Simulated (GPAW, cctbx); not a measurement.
# Sb2RuAu: deformation density and structure factors from DFT

Question: by how much does bonding change the X-ray structure factors of Sb2RuAu, how firmly does DFT give the change, and what does a routine refinement make of it?

The start was made by putting kin elements into a known structure type; the compound need not exist, or be stable, in this form. All numbers below are calculated.

## Step 1: Relax the structure

The density hangs on the geometry, so cell and atoms are relaxed first, with the symmetry held. The cutoff is set higher than for the density because stress converges slowly with plane waves.

Settings: GPAW 26.7.0, PBE, 570 eV, 5×5×2 k-points (along the axes of the calculation cell), Fermi–Dirac width 0.1 eV, BFGS to 0.03 eV/Å.

```text
cell
1.0
     4.152000000    0.000000000    0.000000000
     0.000000000    4.152000000    0.000000000
     0.000000000    0.000000000    9.699000000
Au Sb Ru
2 4 2
Direct
0.000000000 0.000000000 0.500000000
0.500000000 0.500000000 0.500000000
0.500000000 0.000000000 0.678100000
0.000000000 0.500000000 0.321900000
0.000000000 0.000000000 0.000000000
0.500000000 0.500000000 0.000000000
0.500000000 0.000000000 0.243300000
0.000000000 0.500000000 0.756700000
```

```console
$ OMP_NUM_THREADS=1 mpirun -n 4 gpaw python run.py > gpaw.log
```

```text
BFGS:    0      -38.646542        3.107536
BFGS:    1      -38.914195        2.591021
BFGS:    2      -39.496652        1.151490
BFGS:    3      -39.690262        0.883430
...
BFGS:   22      -40.874492        0.143331
BFGS:   23      -40.884586        0.031309
BFGS:   24      -40.885168        0.000896
cell  4.4091 4.4091 8.3774  90.00 90.00 90.00
volume 162.855 A^3, largest force 0.001 eV/A, largest stress 0.01 GPa
```

The cell moved far, while the k-mesh and basis were chosen for the start, so the final shape may be somewhat biased.

After 24 steps the volume has changed by -2.6 % and the energy by -2.239 eV; the largest stress left is 0.01 GPa. It took 9.6 min on 4 cores of Arm Neoverse V2 (shared host), peak memory 1.7 GiB.

Relaxed structure: P4/nmm (no. 129, origin choice 1), a = 4.4091 Å, b = 4.4091 Å, c = 8.3774 Å, α = 90.00°, β = 90.00°, γ = 90.00°.

| atom | mult. | x | y | z |
| --- | --- | --- | --- | --- |
| Au1 | 2 | 0 | 0 | 1/2 |
| Sb1 | 2 | 1/2 | 0 | 0.7108 |
| Sb2 | 2 | 0 | 0 | 0 |
| Ru1 | 2 | 1/2 | 0 | 0.2034 |

## Step 2: The all-electron density

X-rays see the whole electron density, so the PAW density is rebuilt with its core regions. Subtracting spherical free atoms from the same code cancels the cores and leaves the deformation density Δρ, the part due to bonding.

Settings: PBE, 450 eV, 5×5×3 k-points (along the axes of the calculation cell), Fermi–Dirac width 0.1 eV; primitive cell of 8 atoms.

```console
$ OMP_NUM_THREADS=1 mpirun -n 4 gpaw python run.py > gpaw.log
```

```text
|iter:   1|       0s |  -42.739159 | +0.71 |       |
|iter:   2|       2s |  -41.912133 | -1.05 | -1.32 |
|iter:   3|       3s |  -40.961413 | -1.42 | -1.37 |
...
|iter:  10|      13s |  -40.512625c| -5.94 | -4.26c|
|iter:  11|      14s |  -40.512628c| -6.74 | -4.85c|
|iter:  12|      15s |  -40.512629c| -7.41c| -5.26c|
```

```text
grid (48, 48, 84)  electrons 450.000  moved by bonding 1.808 e
deformation density beyond 0.5 A of the nuclei: max 0.284, min -0.308 e/A^3
atom        x       y       z   Voronoi charge  moment
Au1    0.0000  0.0000  0.5000      0.023       0.00
Au2    0.5000  0.5000  0.5000      0.023       0.00
Sb3    0.5000  0.0000  0.7109      0.045       0.00
Sb4    0.0000  0.5000  0.2891      0.045       0.00
Sb5    0.0000  0.0000  0.0000      0.100       0.00
Sb6    0.5000  0.5000  0.0000      0.100       0.00
Ru7    0.5000  0.0000  0.2033     -0.168       0.00
Ru8    0.0000  0.5000  0.7967     -0.168       0.00
mean inner potential of superposed free atoms 24.694 V
total magnetic moment 0.000 muB
```

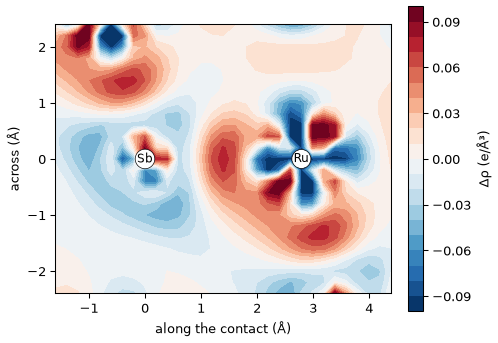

Deformation density in a plane through the shortest contact of the Sb atom at the origin; red gains electrons, blue loses them.

Ru gains most (-0.17 e) and Sb loses most (+0.07 e), in averages over each element's sites, which isn't the order of electronegativity: valence and coordination count too, and Voronoi cells cut space at the midplane whatever the atoms' sizes. Such charges fall far short of formal ones, since overlapping free atoms already put density on their neighbours. Along the shortest contact from the Sb atom at the map's origin, Sb–Ru at 2.79 Å, Δρ is +0.08 e/Å³ at the midpoint: a modest build-up. At the midpoints of other shortest contacts it is +0.04 (Au–Sb, 2.83 Å), +0.03 (Au–Au, 3.12 Å), 0.00 (Sb–Sb, 3.12 Å) and +0.02 (Au–Ru, 3.32 Å) e/Å³. Point values carry grid noise of about 0.01 e/Å³. The run needed 12 iterations, 23 s.

## Step 3: From the density to structure factors

The Fourier components of Δρ, added to those of the free atoms, give the static X-ray structure factors; the Mott–Bethe relation turns them into the Fourier components V of the potential that fast electrons feel.

```text
static structure factors of the conventional cell: F in electrons, V (Mott-Bethe) in volts
   h  k  l      d  |F| table  |F| free   |F| DFT   change   |V| free  |V| DFT  change %
   0  0  1  8.3774    55.493    55.442    55.273   -0.169     0.059    0.275    364.3
   0  0  2  4.1887    92.318    92.228    91.980   -0.248     2.252    2.375      5.4
   1  0  1  3.9017    13.106    13.195    13.040   -0.156     0.637    0.704     10.5
   1  1  0  3.1177    66.345    66.342    66.137   -0.205     1.001    1.057      5.6
   1  0  2  3.0368    81.807    81.766    81.915    0.149     3.919    3.880     -1.0
   1  1  1  2.9219    54.281    54.116    53.971   -0.145     0.594    0.629      5.9
   0  0  3  2.7925    52.607    52.385    52.484    0.099     0.610    0.588     -3.6
   1  1  2  2.5010   347.126   347.005   346.305   -0.700    13.415   13.538      0.9
   1  0  3  2.3591    15.667    15.740    16.087    0.347     0.565    0.511     -9.6
   2  0  0  2.2045   354.908   354.765   353.972   -0.793    13.027   13.135      0.8
   2  0  1  2.1320    50.796    50.724    50.511   -0.213     0.600    0.627      4.5
   0  0  4  2.0943   274.116   274.006   273.340   -0.666     9.458    9.540      0.9
   1  1  3  2.0801    52.063    52.020    51.857   -0.163     0.586    0.606      3.4
   2  0  2  1.9509    81.059    80.992    80.936   -0.057     1.692    1.698      0.4
```

The largest X-ray change is -0.79 e on 200, 0.2 % of |F|. For electrons V goes as (Z − F)/g², so a change of F counts against Z − F, which is small at low angle and wherever the atoms' terms cancel: |V| of 101 moves by +10.5 % (0.64 to 0.70 V) against -1.2 % in |F|. The last three rows still change by up to 0.67 e; the table stops while the angles are still low. The tabulated Hartree–Fock atoms differ from the free DFT atoms by up to 0.22 e, so the choice of reference atom matters too.

## Step 4: The functional ladder

The same geometry is run with other functionals, to see whether the bonding signal is larger than the spread between approximations. Free atoms are LDA for LDA and PBE otherwise; meta-GGAs and hybrids keep PBE cores. Any other changed setting is in the row's label.

```
   run  ΔF 200 (e)  ΔF 112 (e)  ΔF 004 (e)  q(Ru) (e)  moved (e)  time
   PBE      -0.793      -0.700      -0.666     -0.168      1.808  23 s
   LDA      -0.794      -0.692      -0.671     -0.166      1.769  23 s
r2SCAN      -0.770      -0.609      -0.679     -0.160      1.870  58 s
```

At the base's settings ΔF(200) spans -0.794 to -0.770 e, a spread of 3 % of the PBE value; over the three listed reflections the spread is at most 13 %, so sign and size hold across the functionals. The run marked unsound (too few SCF iterations) gave no density. Times are from shared hosts.

## Step 5: Refining ordinary atoms against data with bonding

Routine crystallography fits spherical atoms. To see the bias, intensities are simulated from tabulated atoms plus the DFT change ΔF, so that bonding alone can misfit (7332 reflections of the full sphere, merged to the counts below, to 0.45 Å, 1 % proportional noise plus counting noise, assumed isotropic U as listed, Δρ smeared by the mean U) and refined with cctbx over different ranges.

| range | data | R1 | GooF | U Au1 (true 0.0061) | U Sb1 (true 0.0073) | U Sb2 (true 0.0073) | U Ru1 (true 0.0077) | largest shift (Å) | Δρ max, min (e/Å³) |
| --- | --- | --- | --- | --- | --- | --- | --- | --- | --- |
| all data | 596 | 0.0048 | 0.97 | 0.0061 | 0.0073 | 0.0073 | 0.0077 | 0.0001 | 0.74, -0.63 |
| low resolution, d > 0.84 | 113 | 0.0032 | 0.93 | 0.0060 | 0.0073 | 0.0072 | 0.0077 | 0.0003 | 0.22, -0.20 |
| high order, d < 0.75 | 447 | 0.0056 | 0.97 | 0.0061 | 0.0073 | 0.0073 | 0.0077 | 0.0001 | 0.48, -0.72 |
| occupancies free, d > 0.7 | 181 | 0.0037 | 0.97 | 0.0061 | 0.0073 | 0.0074 | 0.0077 | 0.0001 | 0.35, -0.29 |

With all data GooF is 0.97, so at this noise the bonding hardly shows; the top residual peak lies 0.66 Å from Ru and 2.44 Å from Sb. No U is off by more than 3 s.u. at low resolution. With Au1 held at 1 and the scale free, the other occupancies refine to Sb1 1.000(0.001), Sb2 1.002(0.001) and Ru1 0.998(0.001), within three s.u. of full.

## Step 6: Answer

Bonding moves 1.81 e in the primitive cell of Sb2RuAu and changes the structure factors of the conventional cell in the table above by at most 0.79 e (200, 0.2 %), and among reflections above 2 % of the strongest by up to 2.2 % (103). The shortest bond, Sb–Ru, has Δρ = +0.08 e/Å³ at its midpoint. At the base's settings ΔF(200) spans -0.794 to -0.770 e, a spread of 3 % of the PBE value; over the three listed reflections the spread is at most 13 %, so sign and size hold across the functionals. With all data GooF is 0.97, so at this noise the bonding hardly shows. Limits: static density, frozen cores, no spin–orbit coupling.

[Outputs are excerpts: Python notices, other lines and further rows are left out; steps that failed or that the build refused (PBEsol, TPSS) are not shown.]

[Logs are printed without paths, hosts, clocks, repeated set-up lines and the standing remarks that a program may print on its own settings, such as how far it seeks lower states.]
